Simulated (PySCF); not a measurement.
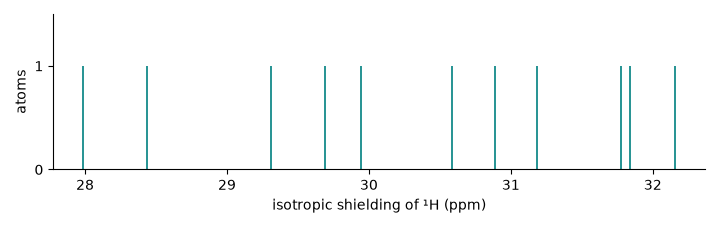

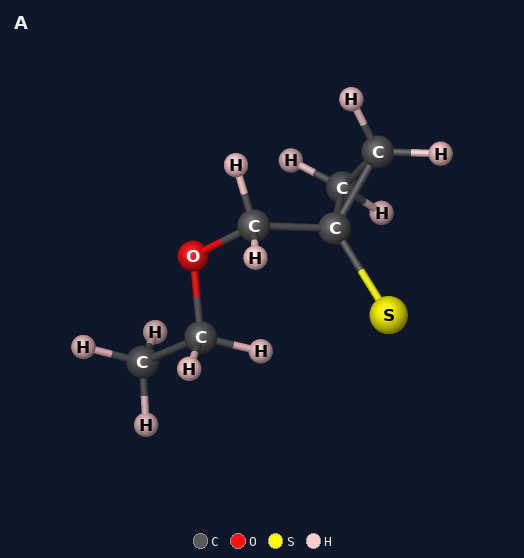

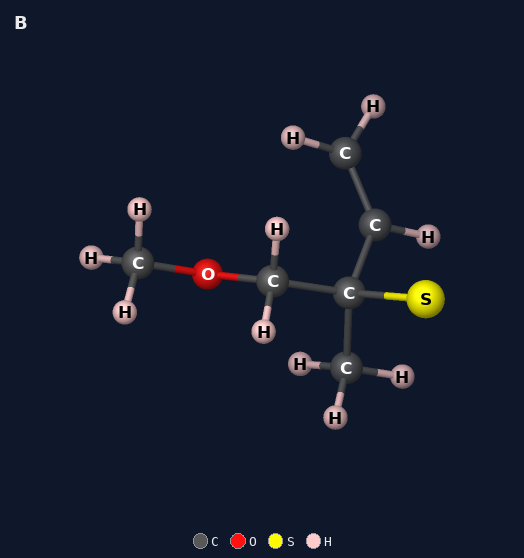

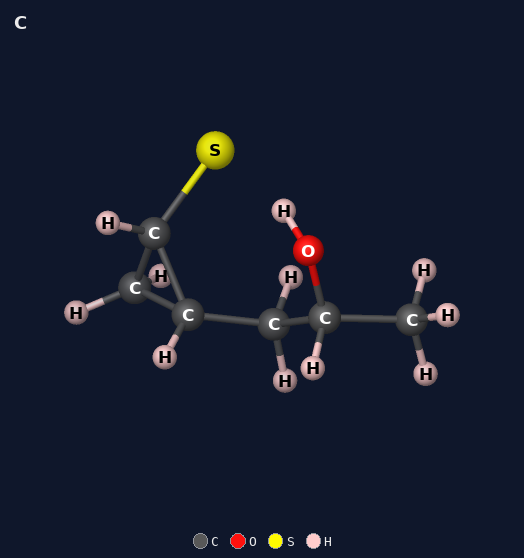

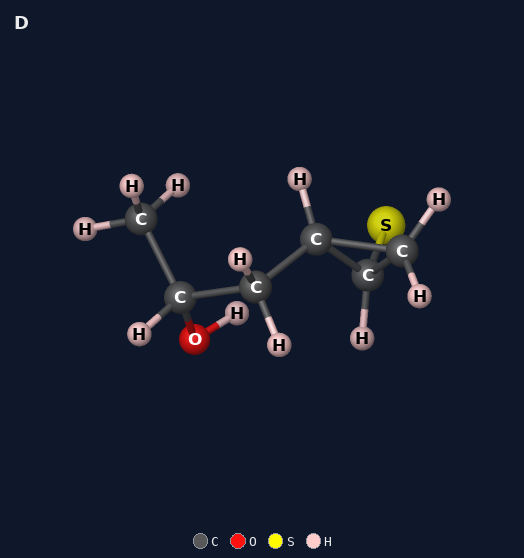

The sticks are computed shieldings of one of the molecules, for one fixed geometry (GFN2-xTB) without averaging over rotations. Low shielding means a high chemical shift. Method: GIAO PBE0/pcSseg-1 NMR shielding, non-relativistic, gas phase (PySCF 2.14.0).

Match the spectrum to a structure.

Answer. D, `C[C@@H](O)C[C@H]1C[C@@H]1[S-]`. Its 11 H atoms give lines at 27.98, 28.44, 29.31, 29.69, 29.94, 30.59, 30.89, 31.18, 31.78, 31.84, 32.16 ppm.
